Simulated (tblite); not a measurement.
# C2H10NO2Si2: geometry relaxation

- system: C2H10NO2Si2, multiplicity 2
- method: GFN2-xTB geometry optimisation, gas phase (tblite 0.8.0)

It belongs to a series of runs on one base structure; here: H removed from O.

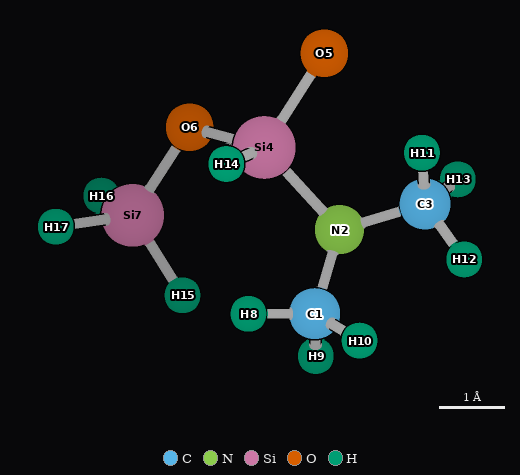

Figure 1. The starting structure (ball-and-stick view, seen at a tilt; atoms are numbered from 1 in the order of the input). Bond lengths as drawn: C–H 1.09 to 1.13 Å, C–N 1.43 to 1.44 Å, H–Si 1.46 to 1.48 Å, N–Si 1.80 Å and O–Si 1.70 to 1.74 Å.

Input file
```
{"job": {"kind": "relax", "xc": "GFN2-xTB", "basis": "xTB"}, "charge": 0, "multiplicity": 2}
C     -0.877900     1.146300    -0.575700
N     -0.737800    -0.264400    -0.384300
C     -1.979900    -0.984600    -0.321400
Si     0.259800    -0.674200     1.051200
O     -0.337800    -2.203600     1.628300
O      1.892100    -0.924700     0.647100
Si     2.628800     0.379500    -0.161000
H     -0.209400     1.722200     0.104400
H     -0.594500     1.361000    -1.607100
H     -1.933400     1.514600    -0.398000
H     -2.156500    -1.342500     0.706200
H     -2.860500    -0.356300    -0.643200
H     -1.902900    -1.846500    -1.005300
H      0.074800     0.271000     2.154100
H      1.761300     1.084000    -1.103500
H      3.764600    -0.192800    -0.916600
H      3.202300     1.323100     0.814800
```

The first line tells a small driver script what to run in tblite; the rest is the geometry in Å.

Machine: 1 CPU thread, shared host.

Launch command:
```bash
OMP_NUM_THREADS=1 python <driver script> task.json out
```

Log
```
step      E/eV     max force
  0    -651.47202    6.434
  1    -652.47370    3.434
  2    -652.16913   12.816
  3    -652.78690    1.476
  4    -652.85838    0.907
  5    -652.98902    1.512
  6    -653.02797    1.153
  7    -653.08821    0.501
  8    -653.11517    0.679
  9    -653.14964    0.954
 10    -653.17479    0.778
 11    -653.20398    0.388
 12    -653.23316    0.726
 13    -653.26473    0.689
 14    -653.28342    0.364
 15    -653.29289    0.400
 16    -653.30303    0.346
 17    -653.31391    0.448
 18    -653.32426    0.437
 19    -653.33285    0.241
 20    -653.34003    0.278
 21    -653.34674    0.292
 22    -653.35317    0.304
 23    -653.35856    0.234
 24    -653.36245    0.168
 25    -653.36443    0.134
 26    -653.36561    0.115
 27    -653.36683    0.107
 28    -653.36805    0.108
 29    -653.36910    0.098
 30    -653.36989    0.079
 31    -653.37057    0.090
 32    -653.37138    0.132
 33    -653.37240    0.130
 34    -653.37343    0.119
 35    -653.37440    0.086
 36    -653.37557    0.108
 37    -653.37744    0.175
 38    -653.38018    0.206
 39    -653.38377    0.196
 40    -653.38804    0.157
 41    -653.39215    0.186
 42    -653.39522    0.221
 43    -653.39839    0.142
 44    -653.40015    0.208
 45    -653.40283    0.154
 46    -653.40490    0.137
 47    -653.41029    0.188
 48    -653.41288    0.163
 49    -653.41968    0.286
 50    -653.42456    0.153
 51    -653.42451    0.396
 52    -653.43023    0.098
 53    -653.43149    0.077
 54    -653.43315    0.114
 55    -653.43415    0.130
 56    -653.43581    0.131
 57    -653.43729    0.102
 58    -653.43820    0.072
 59    -653.43928    0.118
 60    -653.44049    0.131
 61    -653.44156    0.085
 62    -653.44244    0.084
 63    -653.44333    0.089
 64    -653.44425    0.094
 65    -653.44496    0.060
 66    -653.44534    0.072
 67    -653.44565    0.076
 68    -653.44590    0.045
 69    -653.44617    0.034
 70    -653.44639    0.056
 71    -653.44666    0.081
 72    -653.44691    0.083
 73    -653.44722    0.060
 74    -653.44754    0.033
 75    -653.44779    0.036
 76    -653.44795    0.040
 77    -653.44809    0.031
 78    -653.44825    0.030
 79    -653.44839    0.026
 80    -653.44848    0.023
 81    -653.44853    0.019
 82    -653.44858    0.022
 83    -653.44866    0.027
 84    -653.44876    0.024
 85    -653.44886    0.025
 86    -653.44892    0.023
 87    -653.44897    0.018
 88    -653.44903    0.018
 89    -653.44909    0.018
 90    -653.44915    0.017
 91    -653.44920    0.019
 92    -653.44926    0.019
 93    -653.44934    0.022
 94    -653.44944    0.025
 95    -653.44954    0.040
 96    -653.44968    0.055
 97    -653.44990    0.069
 98    -653.45029    0.076
 99    -653.45087    0.062
100    -653.45151    0.054
101    -653.45208    0.045
102    -653.45251    0.072
103    -653.45299    0.089
104    -653.45370    0.075
105    -653.45437    0.086
106    -653.45419    0.137
107    -653.45465    0.141
108    -653.45319    0.179
109    -653.45708    0.071
110    -653.45787    0.071
111    -653.45629    0.261
112    -653.46089    0.065
113    -653.46173    0.050
114    -653.46229    0.111
115    -653.46283    0.031
116    -653.46306    0.029
117    -653.46365    0.056
118    -653.46392    0.049
119    -653.46425    0.051
120    -653.46455    0.040
121    -653.46472    0.047
122    -653.46490    0.052
123    -653.46513    0.041
124    -653.46539    0.048
125    -653.46564    0.068
126    -653.46606    0.074
127    -653.46660    0.064
128    -653.46689    0.048
129    -653.46699    0.054
130    -653.46717    0.027
131    -653.46727    0.026
132    -653.46739    0.023
133    -653.46747    0.014
134    -653.46751    0.014
135    -653.46758    0.021
136    -653.46769    0.023
137    -653.46786    0.031
138    -653.46798    0.032
139    -653.46816    0.030
140    -653.46829    0.024
141    -653.46854    0.021
142    -653.46867    0.021
143    -653.46891    0.028
144    -653.46908    0.032
145    -653.46921    0.035
146    -653.46937    0.026
147    -653.46949    0.025
148    -653.46972    0.025
149    -653.46986    0.026
150    -653.47005    0.034
151    -653.47036    0.037
152    -653.47069    0.041
153    -653.47115    0.098
154    -653.47153    0.065
155    -653.47209    0.053
156    -653.47257    0.078
157    -653.47309    0.057
158    -653.47411    0.098
159    -653.47469    0.098
160    -653.47336    0.209
161    -653.47586    0.066
162    -653.47632    0.049
163    -653.47714    0.118
164    -653.47778    0.060
165    -653.47818    0.050
166    -653.47876    0.028
167    -653.47888    0.027
168    -653.47900    0.024
169    -653.47910    0.020
170    -653.47915    0.013
171    -653.47918    0.012
172    -653.47921    0.013
173    -653.47925    0.015
174    -653.47928    0.015
175    -653.47932    0.014
176    -653.47936    0.016
177    -653.47942    0.019
178    -653.47951    0.027
179    -653.47964    0.042
180    -653.47985    0.056
181    -653.48028    0.070
182    -653.48101    0.079
183    -653.48202    0.096
184    -653.48364    0.123
185    -653.48259    0.167
186    -653.48563    0.120
187    -653.48626    0.084
188    -653.48724    0.088
189    -653.48831    0.090
190    -653.48919    0.078
191    -653.49005    0.147
192    -653.49117    0.105
193    -653.49189    0.101
194    -653.49270    0.061
195    -653.49360    0.072
196    -653.49422    0.065
197    -653.49500    0.061
198    -653.49503    0.135
199    -653.49567    0.052
200    -653.49600    0.038
201    -653.49619    0.067
202    -653.49640    0.036
203    -653.49663    0.018
204    -653.49674    0.021
205    -653.49680    0.032
206    -653.49681    0.034
207    -653.49686    0.013
208    -653.49689    0.011
209    -653.49693    0.019
210    -653.49696    0.023
211    -653.49698    0.020
212    -653.49701    0.013
213    -653.49703    0.010
214    -653.49704    0.009
```

Trajectory as extended XYZ (Å, eV, eV/Å), 6 of the 215 frames kept, from step=0 to step=214
```
17
Properties=species:S:1:pos:R:3:forces:R:3 step=0 energy=-651.47202
C    -0.8779    1.1463   -0.5757   -0.4380   0.8130   0.3020
N    -0.7378   -0.2644   -0.3843   -0.6200   0.3280   1.4420
C    -1.9799   -0.9846   -0.3214   -0.6290   0.4320  -0.8050
Si    0.2598   -0.6742    1.0512   -0.0050  -6.1320   1.9480
O    -0.3378   -2.2036    1.6283    1.6630   4.4150  -1.6270
O     1.8921   -0.9247    0.6471   -1.2570   2.5760  -0.8330
Si    2.6288    0.3795   -0.1610    0.6770  -1.3100   0.4640
H    -0.2094    1.7222    0.1044   -0.4340  -0.2820  -0.6190
H    -0.5945    1.3610   -1.6071   -0.1100   0.2620  -0.1160
H    -1.9334    1.5146   -0.3980    0.9630  -0.3870  -0.2430
H    -2.1565   -1.3425    0.7062    0.0460  -0.1430  -0.4380
H    -2.8605   -0.3563   -0.6432    0.8580  -0.5090   0.2290
H    -1.9029   -1.8465   -1.0053   -0.0500   0.1020   0.4670
H     0.0748    0.2710    2.1541    0.0420   0.0780  -0.4370
H     1.7613    1.0840   -1.1035    0.0120  -0.0410   0.0360
H     3.7646   -0.1928   -0.9166   -0.3940  -0.0820   0.2260
H     3.2023    1.3231    0.8148   -0.3230  -0.1190   0.0040
17
Properties=species:S:1:pos:R:3:forces:R:3 step=43 energy=-653.39839
C    -0.9404    1.1261   -0.5093    0.0140   0.0680  -0.0050
N    -0.9969   -0.1839    0.0087    0.0310   0.0010  -0.0570
C    -2.1314   -0.9716   -0.2699   -0.0460   0.0050  -0.0030
Si    0.2255   -0.8659    1.1455   -0.0330  -0.1150  -0.0770
O     0.0415   -2.3641    1.3198    0.1260  -0.0070   0.0050
O     1.6128   -0.1988    0.5886   -0.0120   0.0430  -0.0310
Si    2.8213    0.4884   -0.2107    0.0270   0.0200   0.0110
H    -0.1445    1.6715   -0.0114    0.0700   0.0500  -0.0080
H    -0.7058    1.1013   -1.5825   -0.0370  -0.0230   0.0020
H    -1.8881    1.6622   -0.3892   -0.0470  -0.0320  -0.0280
H    -2.4718   -1.4586    0.6443    0.0220  -0.0090   0.0440
H    -2.9437   -0.3969   -0.7147   -0.0220   0.0280  -0.0400
H    -1.8455   -1.7945   -0.9364    0.0240   0.0340   0.0160
H    -0.1083    0.0744    2.2310   -0.0080   0.0470   0.1050
H     2.2974    1.2284   -1.3740   -0.0460  -0.0750   0.0110
H     3.7338   -0.5704   -0.6453   -0.0500   0.0470   0.0420
H     3.4373    1.4646    0.6954   -0.0130  -0.0830   0.0120
17
Properties=species:S:1:pos:R:3:forces:R:3 step=86 energy=-653.44892
C    -0.9970    1.1498   -0.5738    0.0050  -0.0020   0.0050
N    -1.0162   -0.1376    0.0001   -0.0040  -0.0030   0.0020
C    -2.1548   -0.9445   -0.1992   -0.0050  -0.0050  -0.0050
Si    0.2851   -0.8279    1.0358   -0.0120  -0.0190  -0.0040
O     0.4089   -2.3355    0.8811    0.0090   0.0210   0.0040
O     1.5126    0.2099    0.7342   -0.0010  -0.0100  -0.0020
Si    2.8478    0.4724   -0.1243   -0.0020  -0.0030  -0.0020
H    -0.1426    1.6997   -0.1875    0.0000   0.0090  -0.0030
H    -0.8843    1.0679   -1.6640   -0.0130   0.0120   0.0080
H    -1.9277    1.6968   -0.3825    0.0070  -0.0060  -0.0070
H    -2.4526   -1.3978    0.7475    0.0000  -0.0020   0.0000
H    -2.9899   -0.3984   -0.6395   -0.0010   0.0120   0.0050
H    -1.8767   -1.7862   -0.8430   -0.0030  -0.0130  -0.0010
H    -0.2207   -0.2073    2.2821    0.0050   0.0020  -0.0050
H     2.4270    1.0385   -1.4159    0.0100   0.0010  -0.0010
H     3.6080   -0.7529   -0.3350    0.0040   0.0010   0.0110
H     3.5660    1.4649    0.6741   -0.0010   0.0050  -0.0050
17
Properties=species:S:1:pos:R:3:forces:R:3 step=128 energy=-653.46689
C    -1.2062    1.2136   -0.5444   -0.0020   0.0040   0.0090
N    -1.0909   -0.1217   -0.1001    0.0090  -0.0070  -0.0050
C    -2.2426   -0.9374   -0.1363    0.0040   0.0040   0.0040
Si    0.3499   -0.8317    0.6987   -0.0070  -0.0240  -0.0010
O     0.5003   -2.3280    0.4748   -0.0040   0.0380  -0.0060
O     1.4857    0.2627    0.2638    0.0350   0.0060  -0.0150
Si    3.0653    0.4206   -0.0072   -0.0020  -0.0350   0.0190
H    -0.2520    1.7185   -0.4126   -0.0100  -0.0340  -0.0090
H    -1.4776    1.2310   -1.6088    0.0020   0.0030   0.0400
H    -1.9941    1.7523   -0.0016    0.0060  -0.0030  -0.0260
H    -2.3713   -1.4352    0.8260   -0.0070   0.0000   0.0000
H    -3.1448   -0.3839   -0.3989    0.0070   0.0100   0.0040
H    -2.0767   -1.7467   -0.8550    0.0100   0.0050  -0.0110
H    -0.0032   -0.3020    2.0408    0.0040   0.0010  -0.0040
H     3.2591    0.3994   -1.4600   -0.0230  -0.0060   0.0310
H     3.8201   -0.6387    0.6570   -0.0200   0.0390  -0.0200
H     3.3721    1.7394    0.5541   -0.0030  -0.0010  -0.0110
17
Properties=species:S:1:pos:R:3:forces:R:3 step=171 energy=-653.47918
C    -1.1602    1.2127   -0.5211   -0.0060   0.0020  -0.0030
N    -1.0943   -0.1259   -0.0798   -0.0010   0.0040   0.0060
C    -2.2685   -0.9045   -0.1500    0.0040  -0.0030  -0.0010
Si    0.3525   -0.8974    0.6442    0.0030  -0.0010   0.0050
O     0.5268   -2.3521    0.2369    0.0030  -0.0050   0.0030
O     1.4645    0.2600    0.3099   -0.0010   0.0050   0.0000
Si    3.0391    0.4459    0.0422    0.0040  -0.0020  -0.0010
H    -0.1514    1.6150   -0.5711   -0.0070   0.0020   0.0040
H    -1.6398    1.2700   -1.5048    0.0000  -0.0010  -0.0020
H    -1.7602    1.8274    0.1633    0.0000   0.0040  -0.0040
H    -2.3301   -1.5492    0.7257    0.0070  -0.0060   0.0000
H    -3.1708   -0.2986   -0.2485    0.0040   0.0020   0.0080
H    -2.1929   -1.5827   -1.0082   -0.0060   0.0040  -0.0100
H     0.0122   -0.5230    2.0374   -0.0020   0.0030  -0.0070
H     3.4132   -0.1793   -1.2233   -0.0010  -0.0020   0.0000
H     3.7998   -0.1130    1.1576   -0.0030   0.0000   0.0010
H     3.1531    1.9068   -0.0203    0.0020  -0.0040   0.0010
17
Properties=species:S:1:pos:R:3:forces:R:3 step=214 energy=-653.49704
C    -1.2013    1.2068   -0.5435    0.0010   0.0040  -0.0050
N    -1.0673   -0.1468   -0.1517    0.0020   0.0040   0.0020
C    -2.2400   -0.9339   -0.1855    0.0030   0.0010   0.0000
Si    0.3552   -0.8228    0.6961   -0.0030  -0.0070  -0.0050
O     0.5538   -2.3201    0.5303   -0.0010   0.0040   0.0010
O     1.4852    0.2879    0.2845    0.0000   0.0000  -0.0010
Si    3.0732    0.3895    0.0367    0.0040   0.0030   0.0000
H    -0.2381    1.7010   -0.4522    0.0010  -0.0040   0.0010
H    -1.5371    1.2609   -1.5861    0.0000  -0.0030  -0.0010
H    -1.9510    1.7338    0.0604    0.0040  -0.0020  -0.0010
H    -2.0094   -1.9191    0.2060   -0.0020  -0.0010   0.0030
H    -3.0583   -0.4810    0.3868   -0.0020  -0.0020   0.0010
H    -2.5888   -1.0385   -1.2195   -0.0040   0.0040   0.0020
H    -0.0563   -0.2782    2.0191    0.0020  -0.0020  -0.0040
H     3.4544   -0.4051   -1.1272    0.0000   0.0030   0.0060
H     3.7812   -0.0490    1.2378   -0.0020   0.0030  -0.0040
H     3.2375    1.8267   -0.2017   -0.0030  -0.0040   0.0030
```

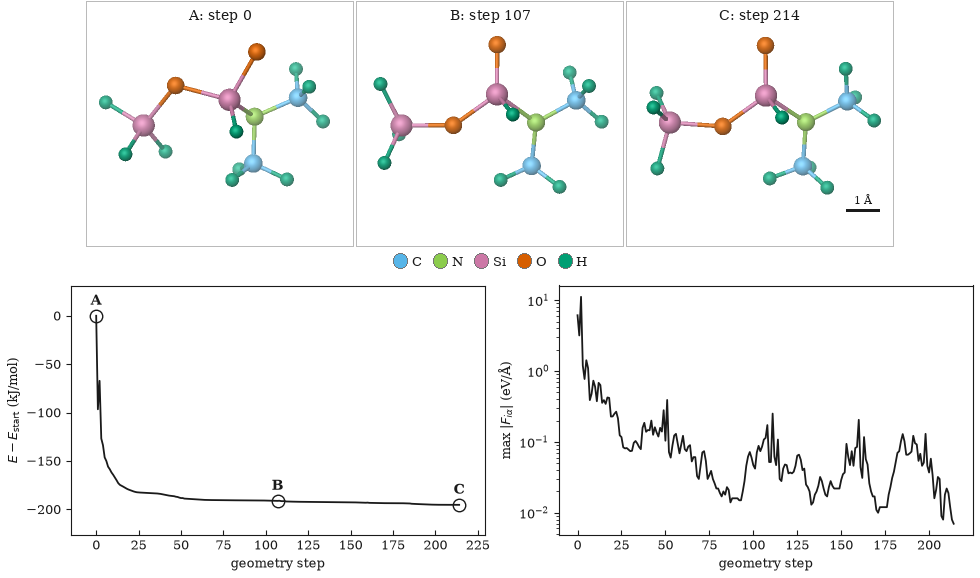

Figure 2. Frames of the relaxation (ball-and-stick view, seen at a tilt) above the curves, on which the letters mark them (steps are counted from 0).

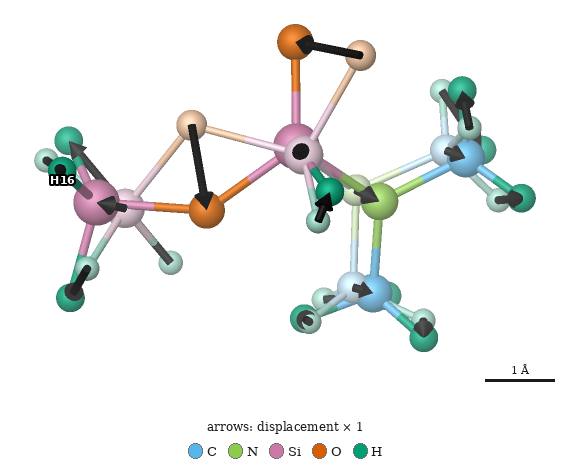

Figure 3. Start (faint) and end (solid) with the displacements as black arrows, at true length (ball-and-stick view, seen at a tilt). The two geometries are laid on each other by the best rigid fit. After 214 geometry steps the energy has fallen by 195.4 kJ/mol. The largest force component goes from 6.1 to 0.007 eV/Å. H15 moves most after the best rigid fit: 2.33 Å. Largest moves by element: H 2.33 Å, O 1.32 Å, Si 0.49 Å, N 0.43 Å, C 0.34 Å. Among the contacts that change: Si4–O5 1.740 → 1.519 Å, O6–Si7 1.702 → 1.610 Å, Si4–O6 1.700 → 1.637 Å, C1–H10 1.132 → 1.097 Å. Among the angles that change: Si4–O6–Si7 114.6° → 139.7°, N2–Si4–H14 112.6° → 93.6°, O5–Si4–O6 106.2° → 123.4°. (Atoms are counted from 1 in the order of the input.)

Key numbers

| quantity | value |
| --- | --- |
| outcome | converged |
| total energy | −653.4970 eV |
| wall time | 1.4 s |
| peak memory | 0.18 GiB |
